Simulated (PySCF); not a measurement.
Molecule: Al2(mu-Br)2(H)4, H₄Al₂Br₂, singlet. Atoms near the plane z = 1.0 Å, at the CAM-B3LYP/def2-SVP optimised geometry (x, y, z in Å): Al1 (-1.0, -0.2, 0.0), Br3 (1.5, -0.2, 0.0), H5 (-1.5, 1.3, 0.0).

Method: CAM-B3LYP/def2-TZVP (PySCF). The values are rescaled to run from 0 to 1.

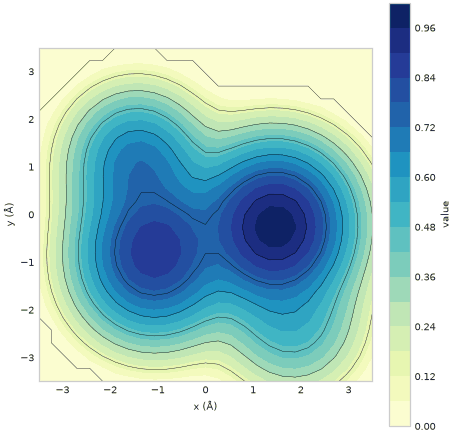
Figure. a field on the plane z = 1.0 Å.

Task: Which quantity is mapped?
(A) log10 of the electron density
(B) electron localisation function
(C) electrostatic potential
(D) Laplacian of the electron density

Result: A, log10 of the electron density. In full: log10 of the electron density (e/bohr³), floored at −4.
